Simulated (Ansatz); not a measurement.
## Molecular dynamics, with input and output: C2HSi (part 2 of 2)

The same run, continued: C2HSi, multiplicity 2; UKS PBE0-D4/6-31G (Ansatz 0.2.0). 

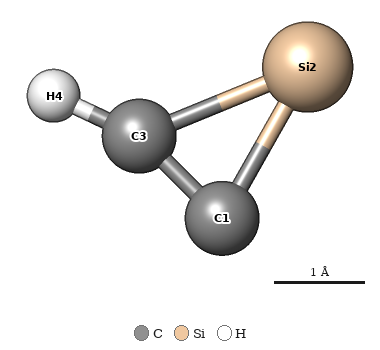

The geometry at step 41 of the log (ball-and-stick view, seen on its broad side; atoms are numbered from 1 in the order of the input).

### Trajectory as extended XYZ, continued
```
4
Properties=species:S:1:pos:R:3:forces:R:3 step=21 time_fs=5.2 energy=-9955.68253 temperature=248.6
C    -0.2285   -0.8479    0.5884   -0.3562  -0.9657   0.6461
Si    1.4839    0.0379    0.5986   -0.0962   0.1306  -0.1642
C    -0.3451    0.1078   -0.2784    0.5329   1.1916  -0.7109
H    -0.8210    0.7453   -1.0146   -0.0805  -0.3565   0.2289
4
Properties=species:S:1:pos:R:3:forces:R:3 step=22 time_fs=5.5 energy=-9955.68120 temperature=215.7
C    -0.2296   -0.8471    0.5886   -0.3577  -0.9644   0.6454
Si    1.4834    0.0385    0.5982   -0.0891   0.1242  -0.1575
C    -0.3446    0.1069   -0.2800    0.5613   1.1768  -0.6816
H    -0.8140    0.7470   -1.0161   -0.1145  -0.3366   0.1937
4
Properties=species:S:1:pos:R:3:forces:R:3 step=23 time_fs=5.8 energy=-9955.67936 temperature=215.1
C    -0.2307   -0.8463    0.5888   -0.3566  -0.9796   0.6607
Si    1.4831    0.0391    0.5979   -0.0811   0.1178  -0.1500
C    -0.3440    0.1058   -0.2814    0.5747   1.1912  -0.6866
H    -0.8072    0.7484   -1.0182   -0.1370  -0.3295   0.1759
4
Properties=species:S:1:pos:R:3:forces:R:3 step=24 time_fs=6.0 energy=-9955.67739 temperature=190.6
C    -0.2318   -0.8453    0.5889   -0.3554  -1.0010   0.6826
Si    1.4827    0.0397    0.5975   -0.0724   0.1125  -0.1424
C    -0.3434    0.1048   -0.2827    0.5775   1.2213  -0.7134
H    -0.8010    0.7492   -1.0212   -0.1496  -0.3328   0.1732
4
Properties=species:S:1:pos:R:3:forces:R:3 step=25 time_fs=6.2 energy=-9955.67601 temperature=199.7
C    -0.2328   -0.8445    0.5892   -0.3554  -1.0067   0.6914
Si    1.4824    0.0401    0.5971   -0.0657   0.1074  -0.1353
C    -0.3427    0.1039   -0.2840    0.5893   1.2254  -0.7173
H    -0.7947    0.7493   -1.0243   -0.1682  -0.3261   0.1612
4
Properties=species:S:1:pos:R:3:forces:R:3 step=26 time_fs=6.5 energy=-9955.67523 temperature=187.3
C    -0.2338   -0.8438    0.5898   -0.3575  -0.9924   0.6822
Si    1.4820    0.0405    0.5968   -0.0609   0.1024  -0.1289
C    -0.3420    0.1033   -0.2854    0.6175   1.1916  -0.6824
H    -0.7880    0.7489   -1.0271   -0.1991  -0.3016   0.1291
4
Properties=species:S:1:pos:R:3:forces:R:3 step=27 time_fs=6.8 energy=-9955.67502 temperature=164.9
C    -0.2349   -0.8433    0.5903   -0.3605  -0.9600   0.6567
Si    1.4816    0.0407    0.5966   -0.0594   0.0976  -0.1240
C    -0.3413    0.1028   -0.2869    0.6589   1.1232  -0.6123
H    -0.7818    0.7478   -1.0296   -0.2389  -0.2609   0.0797
4
Properties=species:S:1:pos:R:3:forces:R:3 step=28 time_fs=7.0 energy=-9955.67517 temperature=172.2
C    -0.2360   -0.8431    0.5909   -0.3613  -0.9165   0.6228
Si    1.4813    0.0410    0.5963   -0.0625   0.0920  -0.1201
C    -0.3407    0.1022   -0.2884    0.7021   1.0417  -0.5312
H    -0.7760    0.7461   -1.0323   -0.2783  -0.2172   0.0285
4
Properties=species:S:1:pos:R:3:forces:R:3 step=29 time_fs=7.2 energy=-9955.67529 temperature=188.4
C    -0.2373   -0.8431    0.5914   -0.3566  -0.8758   0.5935
Si    1.4811    0.0411    0.5962   -0.0700   0.0844  -0.1162
C    -0.3400    0.1015   -0.2899    0.7407   0.9670  -0.4576
H    -0.7705    0.7438   -1.0352   -0.3141  -0.1756  -0.0197
4
Properties=species:S:1:pos:R:3:forces:R:3 step=30 time_fs=7.5 energy=-9955.67543 temperature=182.8
C    -0.2387   -0.8431    0.5918   -0.3503  -0.8336   0.5632
Si    1.4809    0.0412    0.5960   -0.0803   0.0770  -0.1141
C    -0.3394    0.1006   -0.2916    0.7892   0.8731  -0.3607
H    -0.7658    0.7406   -1.0375   -0.3586  -0.1165  -0.0884
4
Properties=species:S:1:pos:R:3:forces:R:3 step=31 time_fs=7.8 energy=-9955.67562 temperature=161.0
C    -0.2398   -0.8433    0.5921   -0.3456  -0.7849   0.5255
Si    1.4808    0.0412    0.5957   -0.0915   0.0708  -0.1136
C    -0.3388    0.0997   -0.2935    0.8372   0.7734  -0.2567
H    -0.7619    0.7373   -1.0398   -0.4000  -0.0593  -0.1553
4
Properties=species:S:1:pos:R:3:forces:R:3 step=32 time_fs=8.0 energy=-9955.67586 temperature=175.8
C    -0.2407   -0.8434    0.5924   -0.3423  -0.7327   0.4837
Si    1.4808    0.0411    0.5954   -0.1031   0.0654  -0.1140
C    -0.3381    0.0989   -0.2955    0.8765   0.6839  -0.1640
H    -0.7586    0.7343   -1.0426   -0.4311  -0.0166  -0.2057
4
Properties=species:S:1:pos:R:3:forces:R:3 step=33 time_fs=8.2 energy=-9955.67634 temperature=172.2
C    -0.2415   -0.8437    0.5929   -0.3405  -0.6726   0.4340
Si    1.4809    0.0411    0.5951   -0.1154   0.0605  -0.1150
C    -0.3373    0.0980   -0.2975    0.9070   0.6026  -0.0823
H    -0.7556    0.7315   -1.0460   -0.4511   0.0095  -0.2367
4
Properties=species:S:1:pos:R:3:forces:R:3 step=34 time_fs=8.5 energy=-9955.67696 temperature=151.7
C    -0.2420   -0.8441    0.5934   -0.3404  -0.6118   0.3826
Si    1.4810    0.0410    0.5948   -0.1267   0.0565  -0.1163
C    -0.3366    0.0971   -0.2995    0.9284   0.5343  -0.0164
H    -0.7529    0.7288   -1.0498   -0.4613   0.0210  -0.2500
4
Properties=species:S:1:pos:R:3:forces:R:3 step=35 time_fs=8.8 energy=-9955.67699 temperature=151.9
C    -0.2422   -0.8444    0.5938   -0.3437  -0.5582   0.3360
Si    1.4811    0.0408    0.5945   -0.1344   0.0547  -0.1175
C    -0.3360    0.0962   -0.3013    0.9558   0.4626   0.0547
H    -0.7501    0.7259   -1.0535   -0.4776   0.0410  -0.2732
4
Properties=species:S:1:pos:R:3:forces:R:3 step=36 time_fs=9.0 energy=-9955.67655 temperature=160.2
C    -0.2425   -0.8448    0.5943   -0.3475  -0.5067   0.2907
Si    1.4811    0.0405    0.5943   -0.1421   0.0528  -0.1186
C    -0.3356    0.0952   -0.3032    0.9842   0.3934   0.1244
H    -0.7468    0.7231   -1.0572   -0.4946   0.0605  -0.2965
4
Properties=species:S:1:pos:R:3:forces:R:3 step=37 time_fs=9.2 energy=-9955.67599 temperature=150.0
C    -0.2429   -0.8455    0.5946   -0.3501  -0.4538   0.2441
Si    1.4812    0.0402    0.5940   -0.1513   0.0500  -0.1197
C    -0.3353    0.0940   -0.3049    1.0101   0.3290   0.1899
H    -0.7436    0.7207   -1.0607   -0.5086   0.0748  -0.3143
4
Properties=species:S:1:pos:R:3:forces:R:3 step=38 time_fs=9.5 energy=-9955.67533 temperature=190.7
C    -0.2432   -0.8463    0.5950   -0.3533  -0.3956   0.1918
Si    1.4812    0.0399    0.5938   -0.1598   0.0471  -0.1205
C    -0.3349    0.0928   -0.3067    1.0395   0.2541   0.2678
H    -0.7403    0.7181   -1.0641   -0.5264   0.0944  -0.3391
4
Properties=species:S:1:pos:R:3:forces:R:3 step=39 time_fs=9.8 energy=-9955.67504 temperature=190.3
C    -0.2435   -0.8472    0.5955   -0.3566  -0.3324   0.1349
Si    1.4811    0.0395    0.5934   -0.1676   0.0446  -0.1212
C    -0.3343    0.0915   -0.3086    1.0669   0.1745   0.3487
H    -0.7374    0.7150   -1.0676   -0.5427   0.1133  -0.3625
4
Properties=species:S:1:pos:R:3:forces:R:3 step=40 time_fs=10.0 energy=-9955.67475 temperature=199.2
C    -0.2437   -0.8483    0.5959   -0.3614  -0.2662   0.0738
Si    1.4809    0.0390    0.5930   -0.1749   0.0435  -0.1230
C    -0.3338    0.0904   -0.3105    1.0992   0.0824   0.4449
H    -0.7352    0.7115   -1.0708   -0.5629   0.1403  -0.3957
4
Properties=species:S:1:pos:R:3:forces:R:3 step=41 time_fs=10.2 energy=-9955.67402 temperature=218.0
C    -0.2437   -0.8493    0.5962   -0.3690  -0.2012   0.0119
Si    1.4806    0.0383    0.5927   -0.1804   0.0439  -0.1255
C    -0.3333    0.0892   -0.3126    1.1367  -0.0166   0.5512
H    -0.7331    0.7079   -1.0737   -0.5873   0.1739  -0.4376
4
Properties=species:S:1:pos:R:3:forces:R:3 step=42 time_fs=10.5 energy=-9955.67303 temperature=185.2
C    -0.2434   -0.8503    0.5965   -0.3808  -0.1533  -0.0366
Si    1.4803    0.0374    0.5925   -0.1804   0.0467  -0.1276
C    -0.3331    0.0878   -0.3144    1.1633  -0.0846   0.6243
H    -0.7311    0.7048   -1.0768   -0.6021   0.1913  -0.4601
4
Properties=species:S:1:pos:R:3:forces:R:3 step=43 time_fs=10.8 energy=-9955.67204 temperature=227.7
C    -0.2430   -0.8512    0.5967   -0.3955  -0.1173  -0.0762
Si    1.4800    0.0365    0.5923   -0.1773   0.0510  -0.1299
C    -0.3330    0.0862   -0.3162    1.1788  -0.1249   0.6683
H    -0.7294    0.7025   -1.0801   -0.6061   0.1913  -0.4622
4
Properties=species:S:1:pos:R:3:forces:R:3 step=44 time_fs=11.0 energy=-9955.67156 temperature=191.5
C    -0.2426   -0.8524    0.5968   -0.4096  -0.0739  -0.1226
Si    1.4795    0.0356    0.5923   -0.1757   0.0549  -0.1324
C    -0.3329    0.0848   -0.3180    1.1869  -0.1598   0.7034
H    -0.7280    0.7004   -1.0836   -0.6017   0.1789  -0.4483
4
Properties=species:S:1:pos:R:3:forces:R:3 step=45 time_fs=11.2 energy=-9955.67154 temperature=184.7
C    -0.2423   -0.8535    0.5968   -0.4223  -0.0350  -0.1648
Si    1.4791    0.0347    0.5923   -0.1746   0.0582  -0.1350
C    -0.3328    0.0834   -0.3197    1.1825  -0.1725   0.7131
H    -0.7271    0.6990   -1.0873   -0.5857   0.1492  -0.4133
4
Properties=species:S:1:pos:R:3:forces:R:3 step=46 time_fs=11.5 energy=-9955.67168 temperature=229.1
C    -0.2422   -0.8545    0.5965   -0.4327  -0.0062  -0.1971
Si    1.4787    0.0339    0.5923   -0.1740   0.0608  -0.1374
C    -0.3327    0.0819   -0.3216    1.1667  -0.1591   0.6942
H    -0.7262    0.6983   -1.0915   -0.5599   0.1044  -0.3597
4
Properties=species:S:1:pos:R:3:forces:R:3 step=47 time_fs=11.8 energy=-9955.67169 temperature=193.5
C    -0.2422   -0.8556    0.5961   -0.4402   0.0214  -0.2268
Si    1.4783    0.0331    0.5924   -0.1757   0.0620  -0.1395
C    -0.3325    0.0804   -0.3234    1.1501  -0.1432   0.6719
H    -0.7251    0.6974   -1.0958   -0.5342   0.0598  -0.3056
4
Properties=species:S:1:pos:R:3:forces:R:3 step=48 time_fs=12.0 energy=-9955.67160 temperature=225.4
C    -0.2424   -0.8568    0.5957   -0.4443   0.0401  -0.2469
Si    1.4780    0.0323    0.5925   -0.1784   0.0620  -0.1411
C    -0.3323    0.0787   -0.3252    1.1327  -0.1202   0.6432
H    -0.7239    0.6964   -1.0999   -0.5100   0.0181  -0.2552
4
Properties=species:S:1:pos:R:3:forces:R:3 step=49 time_fs=12.2 energy=-9955.67175 temperature=219.2
C    -0.2425   -0.8579    0.5951   -0.4461   0.0464  -0.2550
Si    1.4776    0.0315    0.5926   -0.1795   0.0618  -0.1422
C    -0.3320    0.0767   -0.3269    1.1120  -0.0871   0.6053
H    -0.7232    0.6951   -1.1035   -0.4864  -0.0212  -0.2082
4
Properties=species:S:1:pos:R:3:forces:R:3 step=50 time_fs=12.5 energy=-9955.67232 temperature=191.9
C    -0.2427   -0.8588    0.5947   -0.4469   0.0440  -0.2547
Si    1.4773    0.0308    0.5926   -0.1785   0.0620  -0.1427
C    -0.3314    0.0747   -0.3285    1.0863  -0.0452   0.5574
H    -0.7229    0.6934   -1.1071   -0.4609  -0.0608  -0.1600
4
Properties=species:S:1:pos:R:3:forces:R:3 step=51 time_fs=12.8 energy=-9955.67297 temperature=185.6
C    -0.2431   -0.8593    0.5943   -0.4455   0.0329  -0.2453
Si    1.4770    0.0302    0.5928   -0.1781   0.0621  -0.1436
C    -0.3308    0.0728   -0.3301    1.0648  -0.0062   0.5143
H    -0.7229    0.6911   -1.1104   -0.4412  -0.0889  -0.1254
4
Properties=species:S:1:pos:R:3:forces:R:3 step=52 time_fs=13.0 energy=-9955.67340 temperature=184.9
C    -0.2436   -0.8594    0.5939   -0.4425   0.0182  -0.2313
Si    1.4767    0.0298    0.5931   -0.1813   0.0620  -0.1459
C    -0.3305    0.0710   -0.3318    1.0469   0.0326   0.4723
H    -0.7230    0.6886   -1.1139   -0.4231  -0.1128  -0.0951
4
Properties=species:S:1:pos:R:3:forces:R:3 step=53 time_fs=13.2 energy=-9955.67357 temperature=215.1
C    -0.2441   -0.8594    0.5934   -0.4413   0.0069  -0.2213
Si    1.4764    0.0295    0.5935   -0.1857   0.0623  -0.1492
C    -0.3304    0.0692   -0.3338    1.0195   0.0877   0.4095
H    -0.7233    0.6866   -1.1185   -0.3926  -0.1569  -0.0391
4
Properties=species:S:1:pos:R:3:forces:R:3 step=54 time_fs=13.5 energy=-9955.67371 temperature=195.5
C    -0.2446   -0.8593    0.5931   -0.4410  -0.0091  -0.2080
Si    1.4761    0.0293    0.5940   -0.1882   0.0631  -0.1526
C    -0.3302    0.0673   -0.3357    0.9827   0.1594   0.3284
H    -0.7241    0.6850   -1.1232   -0.3535  -0.2135   0.0322
4
Properties=species:S:1:pos:R:3:forces:R:3 step=55 time_fs=13.8 energy=-9955.67361 temperature=180.2
C    -0.2452   -0.8592    0.5928   -0.4391  -0.0236  -0.1955
Si    1.4758    0.0291    0.5944   -0.1924   0.0632  -0.1563
C    -0.3300    0.0655   -0.3375    0.9378   0.2425   0.2332
H    -0.7253    0.6841   -1.1278   -0.3063  -0.2821   0.1186
4
Properties=species:S:1:pos:R:3:forces:R:3 step=56 time_fs=14.0 energy=-9955.67337 temperature=210.3
C    -0.2458   -0.8592    0.5923   -0.4359  -0.0221  -0.1979
Si    1.4756    0.0287    0.5949   -0.2016   0.0623  -0.1618
C    -0.3298    0.0641   -0.3396    0.9049   0.2955   0.1735
H    -0.7268    0.6832   -1.1321   -0.2674  -0.3358   0.1862
4
Properties=species:S:1:pos:R:3:forces:R:3 step=57 time_fs=14.2 energy=-9955.67345 temperature=246.4
C    -0.2466   -0.8594    0.5918   -0.4316  -0.0054  -0.2142
Si    1.4755    0.0283    0.5957   -0.2156   0.0613  -0.1692
C    -0.3295    0.0628   -0.3419    0.8920   0.3049   0.1642
H    -0.7281    0.6811   -1.1360   -0.2449  -0.3608   0.2193
4
Properties=species:S:1:pos:R:3:forces:R:3 step=58 time_fs=14.5 energy=-9955.67351 temperature=287.7
C    -0.2476   -0.8595    0.5914   -0.4246   0.0176  -0.2348
Si    1.4754    0.0278    0.5966   -0.2340   0.0591  -0.1777
C    -0.3292    0.0613   -0.3443    0.8814   0.3066   0.1612
H    -0.7294    0.6783   -1.1403   -0.2227  -0.3833   0.2512
4
Properties=species:S:1:pos:R:3:forces:R:3 step=59 time_fs=14.8 energy=-9955.67353 temperature=277.2
C    -0.2488   -0.8597    0.5912   -0.4149   0.0457  -0.2590
Si    1.4753    0.0274    0.5974   -0.2552   0.0552  -0.1857
C    -0.3289    0.0599   -0.3468    0.8728   0.3018   0.1648
H    -0.7304    0.6752   -1.1449   -0.2028  -0.4027   0.2799
4
Properties=species:S:1:pos:R:3:forces:R:3 step=60 time_fs=15.0 energy=-9955.67352 temperature=329.1
C    -0.2498   -0.8599    0.5910   -0.4070   0.0819  -0.2915
Si    1.4753    0.0271    0.5983   -0.2763   0.0520  -0.1941
C    -0.3285    0.0584   -0.3494    0.8774   0.2721   0.1961
H    -0.7306    0.6713   -1.1496   -0.1941  -0.4060   0.2895
```

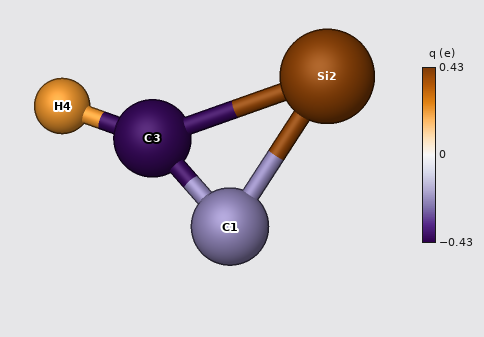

Mulliken charges, as the colour of each atom (ball-and-stick view, seen at a tilt; atoms are numbered from 1 in the order of the input). By element: C −0.41 to −0.23, Si +0.41 and H +0.23 e.

The run was set up as follows.

### Input file
```yaml
crystal:
  periodic: [false, false, false]
  atoms:
    - {symbol: C, position_ang: [-0.200590, -0.855640, 0.572340]}
    - {symbol: Si, position_ang: [1.497040, 0.024610, 0.598590]}
    - {symbol: C, position_ang: [-0.355130, 0.127730, -0.245050]}
    - {symbol: H, position_ang: [-0.941320, 0.703300, -0.925880]}
basis:
  gaussian: {orbitals: 6-31G}
magnetization: {spin_polarized: true, initial_magnetization: 1}
hamiltonian: {xc: pbe0, dispersion: d4}
md: {n_steps: 60, timestep: 0.25, temperature: 300, ensemble: nvt_langevin, seed: 87, friction: 0.05, initial_velocities: maxwell_boltzmann}
```

Launch command:
```bash
ansatz run in.yaml --threads 1 --pin off --events-out ev --progress --plain --max-ram 4352MiB
```

### Summary

- outcome: finished
- mean temperature over the second half: 202 K
- trajectory: 60 steps, 15 fs
- ensemble: nvt_langevin
- temperature in the input: 300 K
- time step: 0.25 fs
- potential energy (last step): −9955.6735 eV
- mean-field energy (last step): −9955.6092 eV
- dispersion energy (last step): −0.0644 eV
- ⟨S²⟩ (last step): 0.761
- SCF solution under orbital rotations (last step): stable
- largest force (length of the vector) (last step): 0.939 eV/Å
- dipole moment (last step): 1.76 D
- hardware: 1 CPU thread, shared host
- wall time: 62 s
- peak memory: 0.13 GiB

### Remarks

So short a trajectory is not equilibrated. The logged temperature at the start can lie below the typed one, since it is counted over all degrees of freedom. The temperature stays far from the 300 K of the thermostat over the second half: the run isn't equilibrated.
